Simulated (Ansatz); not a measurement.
**TiO2, response to strain**

Start from TiO₂ in the anatase structure (space group I4_1/amd, No. 141; a = 3.770 Å, c = 9.552 Å). Axes: x, y, z lie along a, b, c of the conventional cell.

Strains are applied to the cell and any free atomic positions relax; under biaxial strain the out-of-plane vector relaxes too.

Level of theory: Ansatz (a quantum-chemistry and plane-wave program), PBEsol, PAW, cutoff 420 eV, no spin-orbit coupling.

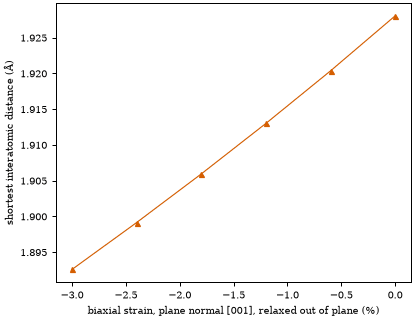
*Shortest interatomic distance against biaxial strain, plane normal [001], relaxed out of plane*

```tsv
biaxial strain, plane normal [001], relaxed out of plane (%)	shortest interatomic distance
-3	3.576 bohr
-2.4	3.589 bohr
-1.8	3.602 bohr
-1.2	3.615 bohr
-0.6	3.629 bohr
```

Whether these cells are dynamically stable was not tested. All final runs are without spin polarisation.
